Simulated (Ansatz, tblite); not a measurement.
**B6P6 zinc blende bond rod (B6P6H22): a ladder of methods and basis sets**

Aim: run the singlet of B6P6 zinc blende bond rod (B6P6H22) at one geometry on many levels, and compare frontier levels, spin and run time.

The runs use Ansatz 0.2.0, Gaussian basis; as each input shows.

Plan: GFN1-xTB, GFN2-xTB, PBE-D4/def2-SVP, r2SCAN-D4/def2-SVP, MP2/def2-SVP.

6 further runs of the same task are left out: 4 that didn't finish, 2 set aside as unsound or not needed.

### Step 1. The geometry

The geometry is that of the singlet, from an earlier relaxation (r2SCAN-D4/def2-SVP).

34 atoms, charge 0, spin multiplicity 1.

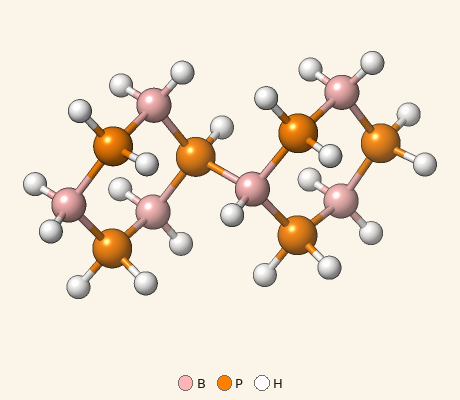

The structure; boron pink, phosphorus orange, hydrogen white.

As a file:

```
B    -1.7597    0.6119   -2.9903
B    -1.7332    0.5932    1.7375
B     0.6146   -1.7549   -2.9938
B     0.6012   -1.7329    1.7364
B     0.5282    0.5294   -0.5710
B     0.6596    0.6593    4.0678
P    -0.5999   -0.5975   -3.9836
P    -0.5404   -0.5437    0.6781
P    -0.6465    1.5818   -1.7229
P    -0.6021    1.6244    2.9405
P     1.5825   -0.6408   -1.7256
P     1.6286   -0.5988    2.9399
H    -2.4925   -0.0924   -2.3187
H    -2.3361    1.3799   -3.7337
H    -2.3984   -0.1396    2.4479
H    -2.3968    1.3350    1.0347
H    -0.0865   -2.4911   -2.3226
H     1.3835   -2.3275   -3.7391
H    -0.1289   -2.4013    2.4465
H     1.3453   -2.3933    1.0330
H     1.2645    1.2670    0.0587
H    -0.0263   -0.0290    4.8042
H     1.4153    1.4173    4.6440
H    -1.4074   -1.4063   -4.8198
H     0.1163    0.1225   -4.9780
H    -1.3706   -1.3765   -0.1169
H    -1.4574    2.4058   -0.9071
H     0.1304    2.5732   -2.3820
H    -1.4222    2.4179    3.7814
H     0.0630    2.6646    2.2353
H     2.4095   -1.4507   -0.9118
H     2.5713    0.1397   -2.3845
H     2.4248   -1.4167    3.7805
H     2.6667    0.0700    2.2351
```

PBE0-D4/def2-SVP was run before; its log isn't repeated, and its numbers join the tables.

### Step 2. GFN1-xTB

Tight binding, by tblite at 300 K electronic temperature and without a spin-polarisation term:

```python
tblite.interface.Calculator('GFN1-xTB', numbers, positions, charge=0, uhf=0).singlepoint()
```

Energy -980.2719 eV, HOMO -10.84 eV, LUMO -5.54 eV; 0.047 s.

### Step 3. GFN2-xTB

Tight binding, by tblite at 300 K electronic temperature and without a spin-polarisation term:

```python
tblite.interface.Calculator('GFN2-xTB', numbers, positions, charge=0, uhf=0).singlepoint()
```

Energy -921.0236 eV, HOMO -9.94 eV, LUMO -5.56 eV; 0.033 s.

### Step 4. PBE-D4/def2-SVP

start.molden holds the orbitals of an earlier run on this state, given as this run's starting guess.

File in.yaml:

```yaml
crystal:
  periodic: [false, false, false]
  atoms:
    - {symbol: B, position_ang: [-1.759732, 0.611913, -2.990344]}
    - {symbol: B, position_ang: [-1.733228, 0.593153, 1.737500]}
    - {symbol: B, position_ang: [0.614568, -1.754900, -2.993829]}
    - {symbol: B, position_ang: [0.601182, -1.732908, 1.736430]}
    - {symbol: B, position_ang: [0.528228, 0.529443, -0.571038]}
    - {symbol: B, position_ang: [0.659552, 0.659285, 4.067849]}
    - {symbol: P, position_ang: [-0.599906, -0.597454, -3.983612]}
    - {symbol: P, position_ang: [-0.540384, -0.543666, 0.678080]}
    - {symbol: P, position_ang: [-0.646515, 1.581757, -1.722865]}
    - {symbol: P, position_ang: [-0.602092, 1.624401, 2.940511]}
    - {symbol: P, position_ang: [1.582512, -0.640817, -1.725634]}
    - {symbol: P, position_ang: [1.628621, -0.598825, 2.939937]}
    - {symbol: H, position_ang: [-2.492458, -0.092411, -2.318688]}
    - {symbol: H, position_ang: [-2.336101, 1.379900, -3.733715]}
    - {symbol: H, position_ang: [-2.398387, -0.139567, 2.447887]}
    - {symbol: H, position_ang: [-2.396845, 1.334993, 1.034686]}
    - {symbol: H, position_ang: [-0.086542, -2.491075, -2.322562]}
    - {symbol: H, position_ang: [1.383474, -2.327540, -3.739139]}
    - {symbol: H, position_ang: [-0.128922, -2.401251, 2.446534]}
    - {symbol: H, position_ang: [1.345328, -2.393295, 1.033001]}
    - {symbol: H, position_ang: [1.264474, 1.267028, 0.058657]}
    - {symbol: H, position_ang: [-0.026345, -0.029029, 4.804232]}
    - {symbol: H, position_ang: [1.415251, 1.417344, 4.644028]}
    - {symbol: H, position_ang: [-1.407356, -1.406290, -4.819826]}
    - {symbol: H, position_ang: [0.116295, 0.122539, -4.978010]}
    - {symbol: H, position_ang: [-1.370594, -1.376492, -0.116906]}
    - {symbol: H, position_ang: [-1.457408, 2.405808, -0.907076]}
    - {symbol: H, position_ang: [0.130367, 2.573207, -2.381957]}
    - {symbol: H, position_ang: [-1.422195, 2.417923, 3.781373]}
    - {symbol: H, position_ang: [0.063009, 2.664603, 2.235322]}
    - {symbol: H, position_ang: [2.409482, -1.450718, -0.911819]}
    - {symbol: H, position_ang: [2.571255, 0.139684, -2.384509]}
    - {symbol: H, position_ang: [2.424787, -1.416704, 3.780464]}
    - {symbol: H, position_ang: [2.666657, 0.069953, 2.235050]}
basis:
  gaussian: {orbitals: def2-SVP, initial_orbitals: start.molden}
hamiltonian: {xc: pbe, dispersion: d4}
scf: {omitted_lower_state_checks: [starts]}
output: {forces: true, orbitals: {seedname: orbitals}}
```

Command:

```bash
> ansatz run in.yaml --threads 4 --pin off --events-out ev --progress --plain --max-ram 6963MiB
```

The log of the run, cut to the lines that bear on the results:

```text
Functional definition: PBE
  name "PBE"
  cite "Perdew, Burke & Ernzerhof, Phys. Rev. Lett. 77, 3865 (1996) doi:10.1103/PhysRevLett.77.3865"
  parent pbe
[...]
3442 factors; their error is unknown
[...]
mean field -60098.13295242 eV, -2208.5656500238 hartree, gradient 7.8e-6 eV, S^2 0.000000; 0 other end points of the search recorded, 0 dependent functions left out
[...]
reference -60098.13301840 eV, -2208.5656524487 hartree; 71, 71 occupied and 231, 231 virtual orbitals, 3442 factors
Total energy: -60099.69645424 eV, -2208.6231076561 hartree
Atom 0 at    -1.759732     0.611913    -2.990344 Å, force     0.138606    -0.004910     0.019667 eV/Å
Atom 1 at    -1.733228     0.593153     1.737500 Å, force     0.144240     0.003656    -0.020581 eV/Å
Atom 2 at     0.614568    -1.754900    -2.993829 Å, force    -0.005388     0.138323     0.020077 eV/Å
Atom 3 at     0.601182    -1.732908     1.736430 Å, force     0.003060     0.144182    -0.020511 eV/Å
Atom 4 at     0.528228     0.529443    -0.571038 Å, force    -0.073180    -0.073320    -0.067244 eV/Å
Atom 5 at     0.659552     0.659285     4.067849 Å, force     0.003818     0.003909    -0.135536 eV/Å
Atom 6 at    -0.599906    -0.597454    -3.983612 Å, force     0.021118     0.020987     0.265741 eV/Å
Atom 7 at    -0.540384    -0.543666     0.678080 Å, force     0.106112     0.106414     0.116068 eV/Å
[...]
Atom 18 at    -0.128922    -2.401251     2.446534 Å, force    -0.094697    -0.082695     0.089960 eV/Å
Atom 19 at     1.345328    -2.393295     1.033001 Å, force     0.100431    -0.089477    -0.093917 eV/Å
Atom 20 at     1.264474     1.267028     0.058657 Å, force     0.090520     0.090649     0.083961 eV/Å
Atom 21 at    -0.026345    -0.029029     4.804232 Å, force    -0.087188    -0.087539     0.090968 eV/Å
Atom 22 at     1.415251     1.417344     4.644028 Å, force     0.097734     0.098017     0.075789 eV/Å
Atom 23 at    -1.407356    -1.406290    -4.819826 Å, force    -0.118304    -0.118470    -0.133986 eV/Å
Atom 24 at     0.116295     0.122539    -4.978010 Å, force     0.095954     0.096437    -0.148191 eV/Å
Atom 25 at    -1.370594    -1.376492    -0.116906 Å, force    -0.108476    -0.108742    -0.118442 eV/Å
Atom 26 at    -1.457408     2.405808    -0.907076 Å, force    -0.119822     0.114279     0.131017 eV/Å
Atom 27 at     0.130367     2.573207    -2.381957 Å, force     0.109392     0.145978    -0.091792 eV/Å
Atom 28 at    -1.422195     2.417923     3.781373 Å, force    -0.121023     0.127370     0.122616 eV/Å
Atom 29 at     0.063009     2.664603     2.235322 Å, force     0.090976     0.151116    -0.099279 eV/Å
Atom 30 at     2.409482    -1.450718    -0.911819 Å, force     0.114864    -0.119763     0.130879 eV/Å
Atom 31 at     2.571255     0.139684    -2.384509 Å, force     0.145581     0.109867    -0.091748 eV/Å
Atom 32 at     2.424787    -1.416704     3.780464 Å, force     0.127833    -0.120623     0.122533 eV/Å
Atom 33 at     2.666657     0.069953     2.235050 Å, force     0.150809     0.091535    -0.099331 eV/Å
Dipole moment:     0.596456     0.599077    -0.858805 e Å
Checks for a lower state left out: starts
```

Wall time 13 s (4 threads of Arm Neoverse V1, shared host); peak memory 0.77 GiB.

HOMO -6.39 eV, LUMO -1.46 eV.

### Step 5. r2SCAN-D4/def2-SVP

in.yaml: that of step 4 with these lines changed.

```diff
@@ -39,4 +39,4 @@
   gaussian: {orbitals: def2-SVP, initial_orbitals: start.molden}
-hamiltonian: {xc: pbe, dispersion: d4}
+hamiltonian: {xc: r2scan, dispersion: d4}
 scf: {omitted_lower_state_checks: [starts]}
-output: {forces: true, orbitals: {seedname: orbitals}}
+output: {orbitals: {seedname: orbitals}}
```

The command is unchanged.

The log of the run:

```text
Functional definition: r2SCAN
  name "r2SCAN"
  cite "Furness, Kaplan, Ning, Perdew & Sun, J. Phys. Chem. Lett. 11, 8208 (2020) doi:10.1021/acs.jpclett.0c02405"
  cite "Furness, Kaplan, Ning, Perdew & Sun, J. Phys. Chem. Lett. 11, 9248 (2020) doi:10.1021/acs.jpclett.0c03077"
  parent r2scan
  parameter k0 = 0.174
  parameter k1 = 0.065
  parameter a1 = 4.9479
  exchange = r2scan_x(k0 = k0, k1 = k1, a1 = a1)
  correlation = r2scan_c
these checks for a lower state are left out or cut short: starts
3442 factors; their error is unknown
mean field evaluation 1: about -60125.3591 eV, gradient 6.7e0 eV
mean field evaluation 2: about -60125.4501 eV, gradient 8.8e-2 eV
mean field evaluation 4: about -60125.3971 eV, gradient 7.3e-5 eV
mean field -60125.39712408 eV, -2209.5675898519 hartree, gradient 1.0e-5 eV, S^2 0.000000; 0 other end points of the search recorded, 0 dependent functions left out
reference -60125.39714376 eV, -2209.5675905754 hartree; 71, 71 occupied and 231, 231 virtual orbitals, 3442 factors
Total energy: -60125.83744411 eV, -2209.5837713146 hartree
Checks for a lower state left out: starts
```

Wall time 21 s (4 threads of Arm Neoverse V1, shared host); peak memory 0.85 GiB.

HOMO -6.68 eV, LUMO -1.25 eV.

### Step 6. MP2/def2-SVP

in.yaml: that of step 5 with these lines changed.

```diff
@@ -39,3 +39,3 @@
   gaussian: {orbitals: def2-SVP, initial_orbitals: start.molden}
-hamiltonian: {xc: r2scan, dispersion: d4}
+correlation: {method: mp2}
 scf: {omitted_lower_state_checks: [starts]}
```

Launched as before.

The log of the run:

```text
Functional definition: HF
  name "HF"
  cite "Fock, Z. Phys. 61, 126 (1930) doi:10.1007/BF01340294"
  parent pbe
  exchange = exact_x
  correlation = 0
these checks for a lower state are left out or cut short: starts
2965 factors; integrals over basis functions are off by at most 1.0e-3 eV
mean field evaluation 1: about -59989.8649 eV, gradient 2.9e1 eV
mean field evaluation 2: about -59991.6360 eV, gradient 1.5e0 eV
mean field evaluation 4: about -59991.8133 eV, gradient 3.2e-1 eV
mean field evaluation 8: about -59991.8137 eV, gradient 2.9e-6 eV
mean field -59991.81369935 eV, -2204.6584895394 hartree, gradient 2.9e-6 eV, S^2 0.000000; 0 other end points of the search recorded, 0 dependent functions left out
36 core orbitals not correlated: weight in the atoms' cores, before any rotation towards them, 1.000 or more for the frozen orbitals, at most 0.000 for the correlated occupied ones
reference -59991.81369935 eV, -2204.6584895394 hartree; 35, 35 occupied and 231, 231 virtual orbitals, 2965 factors
second order -37.71945102 eV of doubles, -0.00000000 eV of singles
Total energy: -60029.53315037 eV, -2206.0446537971 hartree
Checks for a lower state left out: starts
```

Wall time 19 s (4 threads of Arm Neoverse V1, shared host); peak memory 1.4 GiB.

Report: Hartree-Fock HOMO -10.29 eV, LUMO 2.67 eV.

### Step 7. Levels side by side

```
             level  functions  HOMO (eV)  LUMO (eV)  gap (eV)  time
   PBE-D4/def2-SVP        302      -6.39      -1.46      4.93  13 s
r2SCAN-D4/def2-SVP        302      -6.68      -1.25      5.42  21 s
  PBE0-D4/def2-SVP        302      -7.56      -0.66      6.90  24 s
```

The pieces so far (eV):

```
   basis           HF  MP2 correlation              total
def2-SVP  -59991.8137         -37.7195  -60029.5332 (MP2)
```

### Step 8. Binding energy

Free atoms were run apart at each level; binding is atoms less cluster, divided by the number of atoms, without zero-point or spin-orbit terms.

```
             level  binding an atom (eV)
       HF/def2-SVP                 2.470
   PBE-D4/def2-SVP                 3.391
r2SCAN-D4/def2-SVP                 3.364
  PBE0-D4/def2-SVP                 3.372
      MP2/def2-SVP                 3.112
```

### Step 9. Results

```
                                                quantity                                 value
gap in def2-SVP, named functionals, smallest and largest   4.93 eV (PBE-D4), 6.90 eV (PBE0-D4)
                        correlation energy, MP2/def2-SVP                             -37.72 eV
                binding an atom, functionals in def2-SVP  3.36 (r2SCAN-D4) to 3.39 eV (PBE-D4)
```

Over the named functionals in def2-SVP the gap runs from 4.93 eV (PBE-D4) to 6.90 eV (PBE0-D4); exact exchange widens it.

The slowest run with a step of its own, r2SCAN-D4/def2-SVP, took 21 s; the quickest functional in def2-SVP took 13 s (shared host).
